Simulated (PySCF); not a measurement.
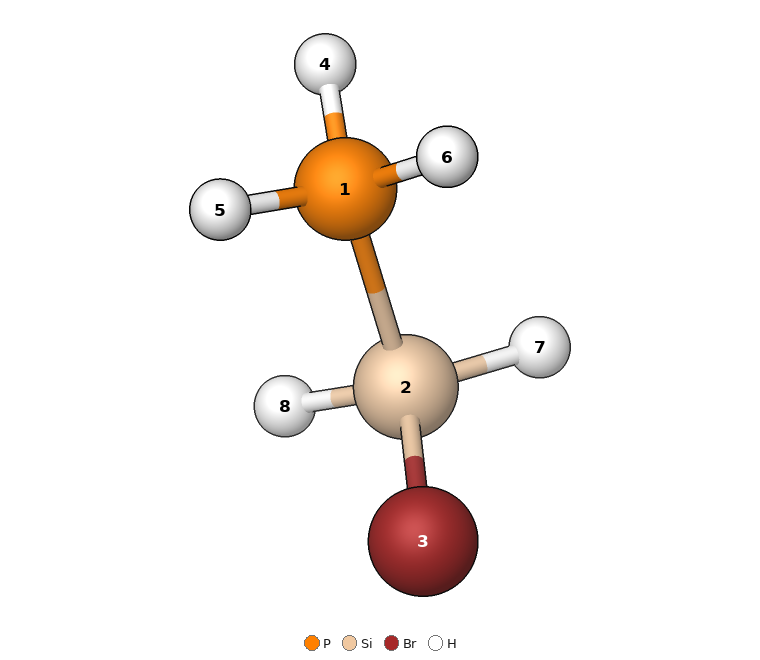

Atoms carry their numbers in the input. The species has charge +1 and is a spin singlet. The geometry was computed by an optimisation with PBE0-D3(BJ)/def2-SVP. No frequency run is at hand to confirm it as a minimum.

> How are the neighbours of atom 1 arranged?

P1 has 4 neighbours (Si2 at 2.33, H4 at 1.41, H5 at 1.41, H6 at 1.41 Å); the arrangement is tetrahedral.

> What is the geometry at Si2?

Si2 has 4 neighbours (P1 at 2.33, Br3 at 2.18, H7 at 1.48, H8 at 1.48 Å); the arrangement is tetrahedral.
